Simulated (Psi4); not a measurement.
# Be2H2Cl2 ((HBe-mu-Cl)2): a chain of runs

We compute a structure relaxation (HF-3c/MINIX), then the harmonic vibrations, then a single-point energy (MP2/def2-TZVPP) of Be2H2Cl2 ((HBe-mu-Cl)2). 

The results are computed with Psi4 1.11.

### Step 1. Starting point

Be2H2Cl2 has 6 atoms, charge 0, and is taken as a singlet. The shape comes from GFN2-xTB, which is rough for such elements, and wasn't checked as a minimum. The run starts from this shape.

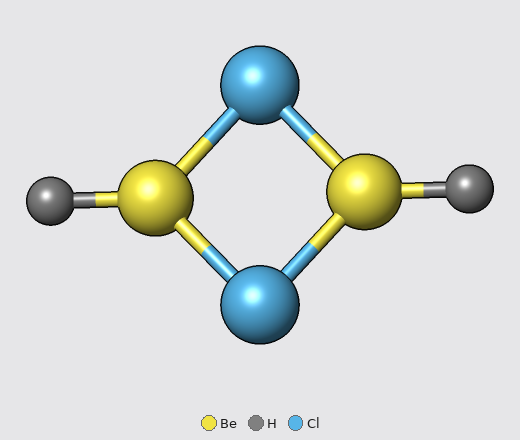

Viewed from a chosen angle; beryllium yellow, hydrogen grey, chlorine blue.

### Step 2. A structure relaxation at HF-3c/MINIX (density fitting) (run 1)

File job.in:

```
memory 1.6 GB

molecule mol {
  0 1
  Be
  H 1 R2
  Cl 1 R3 2 A3
  Be 3 R4 1 A4 2 D4
  H 4 R5 3 A5 1 D5
  Cl 4 R6 5 A6 3 D6

  R2 = 1.280148
  R3 = 1.949707
  A3 = 131.02343
  R4 = 1.94852
  A4 = 82.02997
  D4 = 179.54369
  R5 = 1.280509
  A5 = 131.00189
  D5 = 179.64143
  R6 = 1.948439
  A6 = 131.02206
  D6 = 179.53308
  symmetry c1
}

set geom_maxiter 60

E, wfn = opt('hf-3c', return_wfn=True)
print_variables()
```

Command:

```
$ psi4 -i job.in -o job.out -n 1
```

job.out:

```text
[...]
  Running in c1 symmetry.
[...]
  Nuclear repulsion =  145.881253747836951
[...]
  Multiplicity = 1
[...]
  Nalpha       = 22
  Nbeta        = 22
[...]
    Number of basis functions: 40
[...]
   @DF-RHF iter   1:  -944.90617248249009   -1.36910e+00   5.57995e-03 ADIIS/DIIS
[...]
   @DF-RHF iter   5:  -944.95670091090426   -4.77485e-12   8.08503e-09 DIIS
[...]
  @DF-RHF Final Energy:  -944.95670091090426
   => Energetics <=
    Nuclear Repulsion Energy =            138.2386347498369616
    One-Electron Energy =               -1581.8824944871971638
    Two-Electron Energy =                 498.7080812448575671
    Total Energy =                       -944.9567009109042601
[...]
 Multipole Moments:
 ------------------------------------------------------------------------------------
     Multipole            Electronic (a.u.)      Nuclear  (a.u.)        Total (a.u.)
 ------------------------------------------------------------------------------------
 L = 1.  Multiply by 2.5417464519 to convert [e a0] to [Debye]
 Dipole X            :          0.0000434           -0.0000299            0.0000135
 Dipole Y            :         -0.0000900            0.0000425           -0.0000474
 Dipole Z            :          0.0000100            0.0000018            0.0000118
 Magnitude           :                                                    0.0000507
[...]
  -Total Gradient:
     Atom            X                  Y                   Z
    ------   -----------------  -----------------  -----------------
       1        0.000032625905    -0.000006692493    -0.000002633310
       2       -0.000016756063     0.000002289929     0.000004518130
       3       -0.000000165852     0.000003617377    -0.000002285598
       4       -0.000031935416     0.000002659070     0.000003920286
       5        0.000016388736    -0.000000677953    -0.000004451191
       6       -0.000000157311    -0.000001195946     0.000000931682
[...]
    Final optimized geometry and variables:
    Molecular point group: c1
    Full point group: C1
    Geometry (in Angstrom), charge = 0, multiplicity = 1:
    BE
    H             1          R2
    CL            1          R3      2          A3
    BE            3          R4      1          A4      2          D4
    H             4          R5      3          A5      1          D5
    CL            4          R6      5          A6      3          D6
    A3        =  132.0251384639
    A4        =   84.0612568833
    A5        =  132.0340501981
    A6        =  132.0272409026
[...]
```

Standard output:

```text
Optimizer: Optimization complete!
```

It took 7.8 s on 1 thread of Intel Xeon at 2.80GHz (Skylake/Cascade Lake), shared host; peak memory 0.23 GiB.

The path in brief:

| step | energy from the first frame kept (eV) | largest force (eV/Å) |
| --- | --- | --- |
| 0 | 0.0000 | 2.2488 |
| 1 | -0.3300 | 0.7447 |
| 2 | -0.3657 | 0.1476 |
| 3 | -0.3678 | 0.0694 |
| 4 | -0.3635 | 0.1516 |
| 5 | -0.3687 | 0.0162 |
| 6 | -0.3687 | 0.0024 |
| 7 | -0.3687 | 0.0017 |

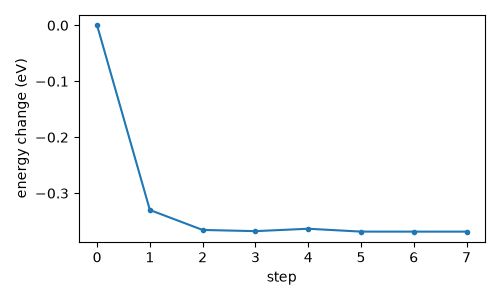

Energy along the run.

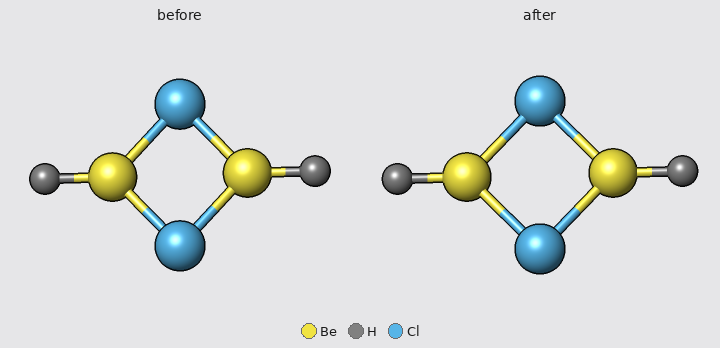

Before and after, at one scale.

After the run. Bond lengths: Be1–Cl3 2.070 Å, Cl3–Be4 2.070 Å, Be1–Cl6 2.070 Å, Be4–Cl6 2.070 Å, Be1–H2 1.314 Å, Be4–H5 1.314 Å. Angles: Be1–Cl3–Be4 84.1°, Cl3–Be1–Cl6 95.9°, Cl3–Be4–Cl6 95.9°, Be1–Cl6–Be4 84.1°, H2–Be1–Cl3 132.0°, H2–Be1–Cl6 132.0°, Cl3–Be4–H5 132.0°, H5–Be4–Cl6 132.0°.

### Step 3. The harmonic vibrations at HF-3c/MINIX (density fitting) (run 2)

File calc.in:

```
memory 1600 mb

molecule system {
  0 1
  Be     0.654531    -0.400622    -1.154135
  H      1.275744    -0.780206    -2.248052
  Cl    -0.240768     1.387541    -0.618159
  Be    -0.654319     0.401169     1.154435
  H     -1.275513     0.780805     2.248344
  Cl     0.240968    -1.386982     0.618457
}

set reference rks
set t 400.0
set rotational_symmetry_number 4

e, wfn = freq('hf-3c', return_wfn=True)
```

Command:

```
$ psi4 -n 1 calc.in calc.out
```

calc.out:

```text
[...]
  Running in c1 symmetry.
[...]
  Nuclear repulsion =  138.238648134014710
[...]
  Multiplicity = 1
[...]
  Nalpha       = 22
  Nbeta        = 22
[...]
    Number of basis functions: 40
[...]
   @DF-RKS iter   1:  -944.91305467932477   -1.70253e+00   5.79462e-03 DIIS/ADIIS
[...]
  -Total Gradient:
     Atom            X                  Y                   Z
    ------   -----------------  -----------------  -----------------
       1       -0.000028660363    -0.000015736203    -0.000007217162
       2        0.000016428279     0.000006050659     0.000001516936
       3       -0.000001496438     0.000004007848     0.000000480709
       4        0.000029185733     0.000011371327     0.000007823426
       5       -0.000016246973    -0.000004532649    -0.000002225464
       6        0.000000789765    -0.000001160992    -0.000000378452
[...]
   @DF-RKS iter   8:  -944.95670091101272   -1.51203e-11   7.87752e-09 DIIS
[...]
  @DF-RKS Final Energy:  -944.95670091101272
   => Energetics <=
    Nuclear Repulsion Energy =            138.2386481340147100
    One-Electron Energy =               -1581.8825199672808139
    Two-Electron Energy =                 498.7080933427306491
    Total Energy =                       -944.9567009110127174
[...]
  ==> Harmonic Vibrational Analysis <==
[...]
  Freq [cm^-1]                 110.7122            308.1457            406.7653
[...]
  IR activ [km/mol]             0.4010              0.0000              0.0000
[...]
  Freq [cm^-1]                 541.9918            545.3729            579.7106
[...]
  IR activ [km/mol]            16.6168             146.5759             0.0000
[...]
  Freq [cm^-1]                 593.1204            603.0064            650.7853
[...]
  IR activ [km/mol]             0.0000             310.7784             0.0000
[...]
  Freq [cm^-1]                 777.4926           2572.1985           2574.1543
[...]
  IR activ [km/mol]            494.2271             1.9247              0.0000
[...]
  Total E_0, Enthalpy at 0 [K]                                                         -944.93331904 [Eh]
[...]
  Total H, Enthalpy at  400.00 [K]                                                     -944.92351362 [Eh]
[...]
  Total G, Gibbs energy at  400.00 [K]                                                 -944.97292740 [Eh]
[...]
```

The script printed:

```text
Warning: used thermodynamics relations inappropriate for low-frequency modes: ['110.7122' '308.1457' '406.7653' '541.9918' '545.3729' '579.7106'
 '593.1204' '603.0064']
```

Wall time 11 s (1 thread of Intel Xeon at 2.80GHz (Skylake/Cascade Lake), shared host); peak memory 0.29 GiB.

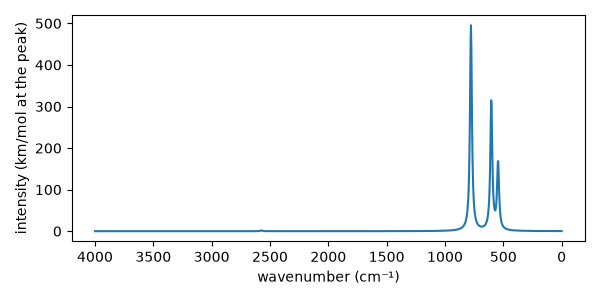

Harmonic infrared spectrum, unscaled, lines broadened by 10 cm⁻¹.

### Step 4. A single-point energy at MP2/def2-TZVPP (density fitting, density fitting for correlation) (run 3)

File run.py:

```python
import psi4

psi4.set_memory(1600000000)
psi4.set_num_threads(1)
psi4.set_output_file('psi4.out', False)

mol = psi4.geometry("""
Be     0.654531    -0.400622    -1.154135
H      1.275744    -0.780206    -2.248052
Cl    -0.240768     1.387541    -0.618159
Be    -0.654319     0.401169     1.154435
H     -1.275513     0.780805     2.248344
Cl     0.240968    -1.386982     0.618457
symmetry c1
""")

psi4.set_options(dict(basis='def2-TZVPP', num_frozen_docc=10))

e_tot, wfn = psi4.energy("mp2", return_wfn=True)
print(f'mp2 energy: {e_tot:.10f} Eh')
```

Command:

```
$ python run.py
```

psi4.out:

```text
[...]
  Running in c1 symmetry.
[...]
  Nuclear repulsion =  138.238648134014710
[...]
  Multiplicity = 1
[...]
  Nalpha       = 22
  Nbeta        = 22
[...]
    Number of basis functions: 150
[...]
   @DF-RHF iter   1:  -949.59207869336751   -6.88445e-01   1.57671e-03 DIIS/ADIIS
[...]
   @DF-RHF iter   9:  -949.61178276922033   -7.67386e-11   6.72546e-09 DIIS
[...]
    Orbital Energies [Eh]
    ---------------------
    Doubly Occupied:
       1A   -104.859748     2A   -104.859744     3A    -10.589792
       4A    -10.589784     5A     -8.055975     6A     -8.055971
       7A     -8.055955     8A     -8.055950     9A     -8.055668
      10A     -8.055664    11A     -4.731164    12A     -4.731128
      13A     -1.136313    14A     -1.106201    15A     -0.609261
      16A     -0.582570    17A     -0.542961    18A     -0.524091
      19A     -0.493197    20A     -0.491996    21A     -0.471364
      22A     -0.444358
[...]
  @DF-RHF Final Energy:  -949.61178276922033
   => Energetics <=
    Nuclear Repulsion Energy =            138.2386481340147100
    One-Electron Energy =               -1585.5031531335243926
    Two-Electron Energy =                 497.6527222302893279
    Total Energy =                       -949.6117827692203264
[...]
 Multipole Moments:
 ------------------------------------------------------------------------------------
     Multipole            Electronic (a.u.)      Nuclear  (a.u.)        Total (a.u.)
 ------------------------------------------------------------------------------------
 L = 1.  Multiply by 2.5417464519 to convert [e a0] to [Debye]
 Dipole X            :         -0.0000229            0.0000205           -0.0000024
 Dipole Y            :         -0.0001082            0.0000476           -0.0000607
 Dipole Z            :          0.0000145           -0.0000073            0.0000072
 Magnitude           :                                                    0.0000611
[...]
```

The script printed:

```text
mp2 energy: -950.1504723515 Eh
```

It took 2.8 s on 1 thread of Intel Xeon at 2.80GHz (Skylake/Cascade Lake), shared host; peak memory 0.28 GiB.

### Step 5. Results

| quantity | value |
| --- | --- |
| run 1, HF-3c/MINIX: total energy at the end | -944.95670 Eh |
| run 1, HF-3c/MINIX: dipole moment | 0.00 D |
| run 1, HF-3c/MINIX: HOMO energy | -11.37 eV |
| run 1, HF-3c/MINIX: LUMO energy | 5.92 eV |
| run 1, HF-3c/MINIX: HOMO–LUMO gap | 17.29 eV |
| run 2, HF-3c/MINIX: lowest harmonic wavenumber | 111 cm⁻¹ |
| run 2, HF-3c/MINIX: highest harmonic wavenumber | 2574 cm⁻¹ |
| run 2, HF-3c/MINIX: zero-point energy | 61.4 kJ/mol |
| run 2, HF-3c/MINIX: ideal-gas entropy at 400 K (symmetry number 4 as used) | 77.5 cal/(mol K) |
| run 3, MP2/def2-TZVPP: total energy | -950.15047 Eh |
| run 3, MP2/def2-TZVPP: HOMO energy (Hartree–Fock orbitals) | -12.09 eV |
| run 3, MP2/def2-TZVPP: LUMO energy (Hartree–Fock orbitals) | 1.73 eV |
| run 3, MP2/def2-TZVPP: HOMO–LUMO gap (Hartree–Fock orbitals) | 13.82 eV |
| run 3, MP2/def2-TZVPP: correlation energy (10 core orbitals frozen) | -538.7 mEh |

**Reading.** The optimisation (run 1, HF-3c/MINIX) took 8 steps and changed the energy by -0.369 eV. All 12 modes (run 2, HF-3c/MINIX) are real, so the shape is a minimum at this level.
